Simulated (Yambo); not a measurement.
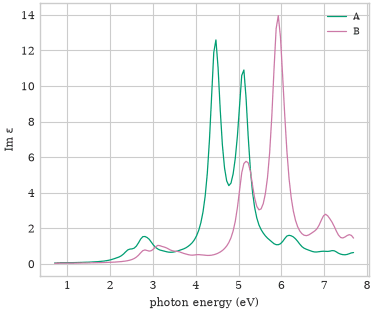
*Two computed absorption spectra of PtCl2 (space group Pnnm, No. 58) (Yambo, PBEsol bands with the same scissor, field along x)*

Axes are Cartesian, with cell vectors (Å) (3.63, 0.00, 0.00), (0.00, 11.04, 0.00), (0.00, 0.00, 3.45).

**Question.** Which curve includes the electron-hole attraction (BSE)?

**Answer.** Curve A: the attraction moves weight to lower energy (centre of the plotted range 4.8 eV against 5.7 eV). Settings: 4×2×4 mesh, 20 valence and 8 conduction bands, static screening with 85 bands and a 3 Ry block, scissor 1.54 eV, Tamm-Dancoff. The scissor comes from a G0W0 run whose convergence isn't established. Broadening 0.15 eV. The band window holds all transitions up to 10.2 eV. On this mesh the peak heights and the fine structure are mesh artefacts; only the shift of weight is robust.

Spin-orbit coupling is not included.

Geometry relaxed with PBE+D3(BJ); primitive cell a = 3.6279 Å, b = 11.0362 Å, c = 3.4550 Å, α = 90.00°, β = 90.00°, γ = 90.00°.

The structure is a Materials Project entry; no match was found in the copy of COD used, and its stability was not checked.
